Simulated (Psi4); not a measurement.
# Molecular dynamics of PNH₄ (part 1 of 2)

PNH₄, SMILES N=[PH3], computed with PBE/6-311G**, RKS, dispersion D4 (Psi4 1.11).

The geometry comes from this level: GFN2-xTB (4 decimals).

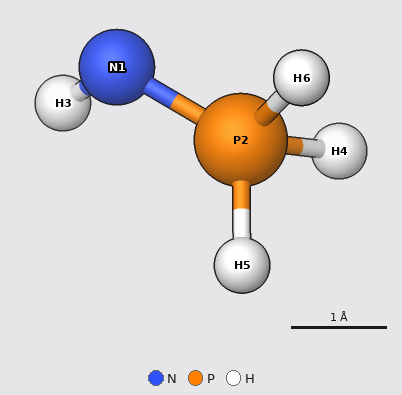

Fig. 1: The starting structure (ball-and-stick view, seen at a tilt; atoms are numbered from 1 in the order of the input).

### Input (run.py)
```python
import numpy as np
from ase.calculators.psi4 import Psi4
from ase.io import read
from ase import units
from ase.md.velocitydistribution import MaxwellBoltzmannDistribution, Stationary
from ase.md.verlet import VelocityVerlet

a = read('h4np.sdf')
calc = Psi4(atoms=a, method='pbe-d4', basis='6-311G**', memory='1600MB', num_threads=1, charge=0, multiplicity=1, label='calc')
a.calc = calc

MaxwellBoltzmannDistribution(a, temperature_K=100.0, rng=np.random.default_rng(48))
Stationary(a)
dyn = VelocityVerlet(a, 0.5 * units.fs)
def show():
    ep, ek = a.get_potential_energy(), a.get_kinetic_energy()
    print(f'step {dyn.nsteps:3d}  Epot {ep:14.6f}  Ekin {ek:9.6f}  Etot {ep + ek:14.6f} eV  T {a.get_temperature():7.1f} K')
dyn.attach(show)
dyn.run(40)
```

### File h4np.sdf
```

     RDKit          3D

  6  5  0  0  0  0  0  0  0  0999 V2000
    0.6145   -0.7126    0.8681 N   0  0  0  0  0  0  0  0  0  0  0  0
   -0.1568    0.2251   -0.0815 P   0  0  0  0  0  5  0  0  0  0  0  0
    1.0353   -1.5193    0.4338 H   0  0  0  0  0  0  0  0  0  0  0  0
   -1.2997   -0.1796   -0.7813 H   0  0  0  0  0  0  0  0  0  0  0  0
    0.4653    0.9308   -1.1183 H   0  0  0  0  0  0  0  0  0  0  0  0
   -0.6585    1.2556    0.6793 H   0  0  0  0  0  0  0  0  0  0  0  0
  2  1  2  0
  3  1  1  0
  4  2  1  0
  5  2  1  0
  6  2  1  0
M  END
$$$$
```

Machine: 1 thread of Intel Xeon @ 2.90GHz (Ice Lake), 64 GiB of memory available, shared host.

Command:
```bash
python run.py
```

### Log
```
gradient() will perform analytic gradient computation.

   => Loading Basis Set <=

    Name: 6-311G**
    Role: ORBITAL
    Keyword: BASIS

   => PBE-D4(BJ,EEQ)ATM: Empirical Dispersion <=

        a1 =       0.385750
        a2 =       4.806885
       alp =      16.000000
        s6 =       1.000000
        s8 =       0.959481
        s9 =       1.000000
        ga =       3.000000
        gc =       2.000000
        wf =       6.000000

         ---------------------------------------------------------
                                   SCF
                              RKS Reference
                        1 Threads,   1525 MiB Core
         ---------------------------------------------------------

  ==> Geometry <==

    Molecular point group: c1
    Full point group: C1

    Geometry (in Angstrom), charge = 0, multiplicity = 1:

       Center              X                  Y                   Z               Mass
    ------------   -----------------  -----------------  -----------------  -----------------
         N            0.556709265498    -0.682946348924     0.753439657906    14.003074004430
         P           -0.225796325186     0.283017806420    -0.287923975490    30.973761998420
         H            0.979343995145    -1.513729672930     0.320746203755     1.007825032230
         H           -1.477319104335    -0.094492109284    -0.923201007648     1.007825032230
         H            0.418948308967     0.928865864221    -1.444657247436     1.007825032230
         H           -0.716626593621     1.470388152937     0.427403724123     1.007825032230

  Running in c1 symmetry.

  Rotational constants: A =      2.92438  B =      0.48690  C =      0.47534 [cm^-1]
  Rotational constants: A =  87670.77715  B =  14596.90120  C =  14250.23543 [MHz]
  Nuclear repulsion =   63.054222091559069

  Charge       = 0
  Multiplicity = 1
  Electrons    = 26
  Nalpha       = 13
  Nbeta        = 13

  ==> Algorithm <==

  SCF Algorithm Type is DF.
  DIIS enabled.
  MOM disabled.
  Fractional occupation disabled.
  Guess Type is SAD.
  Energy threshold   = 1.00e-08
  Density threshold  = 1.00e-08
  Integral threshold = 1.00e-12

  ==> Primary Basis <==

  Basis Set: 6-311G**
    Blend: 6-311G**
    Number of shells: 36
    Number of basis functions: 68
    Number of Cartesian functions: 70
    Spherical Harmonics?: true
    Max angular momentum: 2

  ==> DFT Potential <==

   => LibXC <=

    Version 7.1.2

   => Composite Functional: PBE-D4BJEEQATM <=

    PBE GGA Exchange-Correlation Functional

    Deriv               =              1
    GGA                 =           TRUE
    Meta                =          FALSE

    Exchange Hybrid     =          FALSE
    MP2 Hybrid          =          FALSE

   => Exchange Functionals <=

    1.0000     XC_GGA_X_PBE

   => Correlation Functionals <=

    1.0000     XC_GGA_C_PBE

   => LibXC Density Thresholds  <==

    XC_GGA_C_PBE:  1.00E-12
    XC_GGA_X_PBE:  1.00E-15

   => Molecular Quadrature <=

    Radial Scheme          =       TREUTLER
    Pruning Scheme         =           NONE
    Nuclear Scheme         =       TREUTLER

    Blocking Scheme        =         OCTREE
    BS radius alpha        =              1
    Pruning alpha          =              1
    Radial Points          =             75
    Spherical Points       =            302
    Total Points           =         131300
    Total Blocks           =           1044
    Max Points             =            256
    Max Functions          =             68
    Weights Tolerance      =       1.00E-15

   => Loading Basis Set <=

    Name: (6-311G** AUX)
    Role: JKFIT
    Keyword: DF_BASIS_SCF

  ==> Integral Setup <==

  DFHelper Memory: AOs need 0.013 GiB; user supplied 0.906 GiB.
  SCF_SUBTYPE=INCORE selected. In-core MEM_DF algorithm will be used.
  Using in-core AOs.

  ==> MemDFJK: Density-Fitted J/K Matrices <==

    J tasked:                   Yes
    K tasked:                    No
    wK tasked:                   No
    Memory [MiB]:               928
    Algorithm:                 Core
    Schwarz Cutoff:           1E-12
    Mask sparsity (%):       0.0000
    Fitting Condition:        1E-10

   => Auxiliary Basis Set <=

  Basis Set: (6-311G** AUX)
    Blend: CC-PVTZ-JKFIT
    Number of shells: 102
    Number of basis functions: 320
    Number of Cartesian functions: 381
    Spherical Harmonics?: true
    Max angular momentum: 4

  Cached 100.0% of DFT collocation blocks in 0.211 [GiB].

  Minimum eigenvalue in the overlap matrix is 1.1571311490E-02.
  Reciprocal condition number of the overlap matrix is 2.3726616045E-03.
    Using symmetric orthogonalization.

  ==> Pre-Iterations <==

  SCF Guess: Superposition of Atomic Densities via on-the-fly atomic UHF (no occupation information).

   -------------------------
    Irrep   Nso     Nmo
   -------------------------
     A         68      68
   -------------------------
    Total      68      68
   -------------------------

  ==> Iterations <==

                           Total Energy        Delta E     RMS |[F,P]|

   @DF-RKS iter SAD:  -397.96333609797057   -3.97963e+02   0.00000e+00
   @DF-RKS iter   1:  -397.84219744908916    1.21139e-01   1.44600e-02 DIIS/ADIIS
   @DF-RKS iter   2:  -394.52816906334800    3.31403e+00   2.94336e-02 DIIS/ADIIS
   @DF-RKS iter   3:  -398.19598214118599   -3.66781e+00   4.18476e-03 DIIS/ADIIS
   @DF-RKS iter   4:  -398.23010686836534   -3.41247e-02   2.62986e-03 DIIS/ADIIS
   @DF-RKS iter   5:  -398.24540255043996   -1.52957e-02   5.63781e-04 DIIS/ADIIS
   @DF-RKS iter   6:  -398.24632632384714   -9.23773e-04   9.94332e-05 DIIS
   @DF-RKS iter   7:  -398.24634252368588   -1.61998e-05   3.94747e-05 DIIS
   @DF-RKS iter   8:  -398.24634682137400   -4.29769e-06   9.22180e-06 DIIS
   @DF-RKS iter   9:  -398.24634700380665   -1.82433e-07   2.84088e-06 DIIS
   @DF-RKS iter  10:  -398.24634702298306   -1.91764e-08   5.71128e-07 DIIS
   @DF-RKS iter  11:  -398.24634702383690   -8.53845e-10   5.84173e-08 DIIS
   @DF-RKS iter  12:  -398.24634702384844   -1.15392e-11   9.36212e-09 DIIS
  Energy and wave function converged.

  ==> Post-Iterations <==

   Electrons on quadrature grid:
      Ntotal   =   26.0000064358 ; deviation = 6.436e-06

    Orbital Energies [Eh]
    ---------------------

    Doubly Occupied:

       1A    -76.358300     2A    -13.935923     3A     -6.366203
       4A     -4.582856     5A     -4.581940     6A     -4.580747
       7A     -0.755434     8A     -0.580146     9A     -0.411951
      10A     -0.377826    11A     -0.364391    12A     -0.233303
      13A     -0.195423

    Virtual:

      14A     -0.031746    15A     -0.010803    16A      0.016345
      17A      0.040625    18A      0.077632    19A      0.114504
      20A      0.122796    21A      0.211940    22A      0.265851
      23A      0.286540    24A      0.293418    25A      0.364617
      26A      0.493358    27A      0.503345    28A      0.553256
      29A      0.650890    30A      0.688821    31A      0.746831
      32A      0.767596    33A      0.777227    34A      0.868536
      35A      0.942142    36A      1.204651    37A      1.210607
      38A      1.219960    39A      1.291852    40A      1.336539
      41A      1.360835    42A      1.411928    43A      1.426884
      44A      1.560586    45A      1.593792    46A      1.666391
      47A      1.806688    48A      1.834133    49A      1.966112
      50A      1.990509    51A      2.100635    52A      2.236693
      53A      2.306221    54A      2.386036    55A      2.438129
      56A      2.457290    57A      2.489633    58A      2.566863
      59A      2.888570    60A      3.665198    61A      3.813105
      62A      4.325180    63A      6.839528    64A     13.559389
      65A     13.573948    66A     13.726705    67A     35.094813
      68A    162.352914

    Final Occupation by Irrep:
              A
    DOCC [    13 ]
    NA   [    13 ]
    NB   [    13 ]

  @DF-RKS Final Energy:  -398.24634702384844

   => Energetics <=

    Nuclear Repulsion Energy =             63.0542220915590690
    One-Electron Energy =                -673.6813673496837964
    Two-Electron Energy =                 243.7542795618851699
    DFT Exchange-Correlation Energy =     -31.3707263209183829
    Empirical Dispersion Energy =          -0.0027550066904525
    VV10 Nonlocal Energy =                  0.0000000000000000
    Total Energy =                       -398.2463470238484433

Computation Completed

Properties will be evaluated at   0.000000,   0.000000,   0.000000 [a0]

Properties computed using the SCF density matrix

 Multipole Moments:

 ------------------------------------------------------------------------------------
     Multipole            Electronic (a.u.)      Nuclear  (a.u.)        Total (a.u.)
 ------------------------------------------------------------------------------------

 L = 1.  Multiply by 2.5417464519 to convert [e a0] to [Debye]
 Dipole X            :          0.1670697           -0.5397689           -0.3726992
 Dipole Y            :         -0.1741219            0.4831555            0.3090336
 Dipole Z            :          0.2611907           -1.2557048           -0.9945140
 Magnitude           :                                                    1.1061034

 ------------------------------------------------------------------------------------

	total time  =          4 seconds =       0.07 minutes

         ------------------------------------------------------------
                                   SCF GRAD
         ------------------------------------------------------------

  ==> Geometry <==

    Molecular point group: c1
    Full point group: C1

    Geometry (in Angstrom), charge = 0, multiplicity = 1:

       Center              X                  Y                   Z               Mass
    ------------   -----------------  -----------------  -----------------  -----------------
         N            0.556709265498    -0.682946348924     0.753439657906    14.003074004430
         P           -0.225796325186     0.283017806420    -0.287923975490    30.973761998420
         H            0.979343995145    -1.513729672930     0.320746203755     1.007825032230
         H           -1.477319104335    -0.094492109284    -0.923201007648     1.007825032230
         H            0.418948308967     0.928865864221    -1.444657247436     1.007825032230
         H           -0.716626593621     1.470388152937     0.427403724123     1.007825032230

  Nuclear repulsion =   63.054222091559069

  ==> Basis Set <==

  Basis Set: 6-311G**
    Blend: 6-311G**
    Number of shells: 36
    Number of basis functions: 68
    Number of Cartesian functions: 70
    Spherical Harmonics?: true
    Max angular momentum: 2

  ==> DFJKGrad: Density-Fitted SCF Gradients <==

    Gradient:                    1
    J tasked:                  Yes
    K tasked:                   No
    wK tasked:                  No
    Integrals threads:           1
    Memory [MiB]:             1144
    Schwarz Cutoff:          1E-12
    Fitting Condition:       1E-10

   => Auxiliary Basis Set <=

  Basis Set: (6-311G** AUX)
    Blend: CC-PVTZ-JKFIT
    Number of shells: 102
    Number of basis functions: 320
    Number of Cartesian functions: 381
    Spherical Harmonics?: true
    Max angular momentum: 4

  ==> DFT Potential <==

   => LibXC <=

    Version 7.1.2

   => Composite Functional: PBE-D4BJEEQATM <=

    PBE GGA Exchange-Correlation Functional

    Deriv               =              1
    GGA                 =           TRUE
    Meta                =          FALSE

    Exchange Hybrid     =          FALSE
    MP2 Hybrid          =          FALSE

   => Exchange Functionals <=

    1.0000     XC_GGA_X_PBE

   => Correlation Functionals <=

    1.0000     XC_GGA_C_PBE

   => LibXC Density Thresholds  <==

    XC_GGA_C_PBE:  1.00E-12
    XC_GGA_X_PBE:  1.00E-15

   => Molecular Quadrature <=

    Radial Scheme          =       TREUTLER
    Pruning Scheme         =           NONE
    Nuclear Scheme         =       TREUTLER

    Blocking Scheme        =         OCTREE
    BS radius alpha        =              1
    Pruning alpha          =              1
    Radial Points          =             75
    Spherical Points       =            302
    Total Points           =         131300
    Total Blocks           =           1044
    Max Points             =            256
    Max Functions          =             68
    Weights Tolerance      =       1.00E-15

  -Total Gradient:
     Atom            X                  Y                   Z
    ------   -----------------  -----------------  -----------------
       1        0.012089893851    -0.017549942255     0.016151784560
       2       -0.006869314701    -0.000633419581    -0.020090391002
       3        0.002160037790    -0.002233251434     0.001192581269
       4       -0.003349060205     0.000224685117     0.001572773821
       5        0.004565183361     0.004432734371    -0.006101513401
       6       -0.008616234411     0.015767663508     0.007277295578

	total time  =          0 seconds =       0.00 minutes
```

### Standard output
```
step   0  Epot  -10836.790547  Ekin  0.055463  Etot  -10836.735084 eV  T    71.5 K
step   1  Epot  -10836.789948  Ekin  0.054815  Etot  -10836.735133 eV  T    70.7 K
step   2  Epot  -10836.794560  Ekin  0.059342  Etot  -10836.735218 eV  T    76.5 K
step   3  Epot  -10836.803019  Ekin  0.067701  Etot  -10836.735319 eV  T    87.3 K
step   4  Epot  -10836.813692  Ekin  0.078271  Etot  -10836.735421 eV  T   100.9 K
step   5  Epot  -10836.824902  Ekin  0.089388  Etot  -10836.735513 eV  T   115.3 K
step   6  Epot  -10836.835104  Ekin  0.099516  Etot  -10836.735588 eV  T   128.3 K
step   7  Epot  -10836.843017  Ekin  0.107377  Etot  -10836.735641 eV  T   138.5 K
step   8  Epot  -10836.847705  Ekin  0.112037  Etot  -10836.735668 eV  T   144.5 K
step   9  Epot  -10836.848629  Ekin  0.112961  Etot  -10836.735668 eV  T   145.7 K
step  10  Epot  -10836.845691  Ekin  0.110052  Etot  -10836.735638 eV  T   141.9 K
step  11  Epot  -10836.839309  Ekin  0.103738  Etot  -10836.735572 eV  T   133.8 K
step  12  Epot  -10836.830517  Ekin  0.095052  Etot  -10836.735466 eV  T   122.6 K
step  13  Epot  -10836.820993  Ekin  0.085665  Etot  -10836.735329 eV  T   110.5 K
step  14  Epot  -10836.812894  Ekin  0.077704  Etot  -10836.735190 eV  T   100.2 K
step  15  Epot  -10836.808386  Ekin  0.073292  Etot  -10836.735094 eV  T    94.5 K
step  16  Epot  -10836.808953  Ekin  0.073872  Etot  -10836.735081 eV  T    95.2 K
step  17  Epot  -10836.814764  Ekin  0.079596  Etot  -10836.735168 eV  T   102.6 K
step  18  Epot  -10836.824454  Ekin  0.089126  Etot  -10836.735329 eV  T   114.9 K
step  19  Epot  -10836.835505  Ekin  0.099994  Etot  -10836.735511 eV  T   128.9 K
step  20  Epot  -10836.845061  Ekin  0.109404  Etot  -10836.735657 eV  T   141.1 K
step  21  Epot  -10836.850815  Ekin  0.115085  Etot  -10836.735730 eV  T   148.4 K
step  22  Epot  -10836.851599  Ekin  0.115877  Etot  -10836.735722 eV  T   149.4 K
step  23  Epot  -10836.847537  Ekin  0.111889  Etot  -10836.735648 eV  T   144.3 K
step  24  Epot  -10836.839797  Ekin  0.104259  Etot  -10836.735538 eV  T   134.4 K
step  25  Epot  -10836.830113  Ekin  0.094685  Etot  -10836.735427 eV  T   122.1 K
step  26  Epot  -10836.820246  Ekin  0.084904  Etot  -10836.735342 eV  T   109.5 K
step  27  Epot  -10836.811561  Ekin  0.076266  Etot  -10836.735295 eV  T    98.3 K
step  28  Epot  -10836.804807  Ekin  0.069522  Etot  -10836.735285 eV  T    89.6 K
step  29  Epot  -10836.800154  Ekin  0.064855  Etot  -10836.735298 eV  T    83.6 K
step  30  Epot  -10836.797415  Ekin  0.062101  Etot  -10836.735314 eV  T    80.1 K
step  31  Epot  -10836.796362  Ekin  0.061044  Etot  -10836.735319 eV  T    78.7 K
step  32  Epot  -10836.796961  Ekin  0.061653  Etot  -10836.735308 eV  T    79.5 K
step  33  Epot  -10836.799417  Ekin  0.064121  Etot  -10836.735296 eV  T    82.7 K
step  34  Epot  -10836.803974  Ekin  0.068670  Etot  -10836.735305 eV  T    88.5 K
step  35  Epot  -10836.810549  Ekin  0.075194  Etot  -10836.735355 eV  T    97.0 K
step  36  Epot  -10836.818419  Ekin  0.082972  Etot  -10836.735447 eV  T   107.0 K
step  37  Epot  -10836.826216  Ekin  0.090661  Etot  -10836.735555 eV  T   116.9 K
step  38  Epot  -10836.832306  Ekin  0.096667  Etot  -10836.735639 eV  T   124.6 K
step  39  Epot  -10836.835400  Ekin  0.099736  Etot  -10836.735665 eV  T   128.6 K
step  40  Epot  -10836.835082  Ekin  0.099460  Etot  -10836.735622 eV  T   128.2 K
```

### Trajectory as extended XYZ (Å, eV, eV/Å), 33 of the 41 frames kept, from step=0 to step=40
```
6
Properties=species:S:1:pos:R:3:forces:R:3 step=0 energy=-10836.79063
N     0.6145   -0.7126    0.8681    0.7675  -0.8570   1.2035
P    -0.1568    0.2251   -0.0815   -0.1671   0.2270  -0.1525
H     1.0353   -1.5193    0.4338    0.3031  -0.5184  -0.1196
H    -1.2997   -0.1796   -0.7813   -0.8213  -0.2285  -0.5647
H     0.4653    0.9308   -1.1183    0.3755   0.5215  -0.7943
H    -0.6585    1.2556    0.6793   -0.4569   0.8540   0.4275
6
Properties=species:S:1:pos:R:3:forces:R:3 step=1 energy=-10836.79004
N     0.6132   -0.7115    0.8689    0.9281  -1.1200   1.1231
P    -0.1565    0.2245   -0.0820   -0.1503   0.3830  -0.0774
H     1.0392   -1.5239    0.4362    0.1808  -0.2951  -0.0124
H    -1.2956   -0.1768   -0.7798   -0.9238  -0.2661  -0.6036
H     0.4593    0.9305   -1.1226    0.3964   0.5183  -0.7843
H    -0.6531    1.2588    0.6847   -0.4303   0.7785   0.3546
```
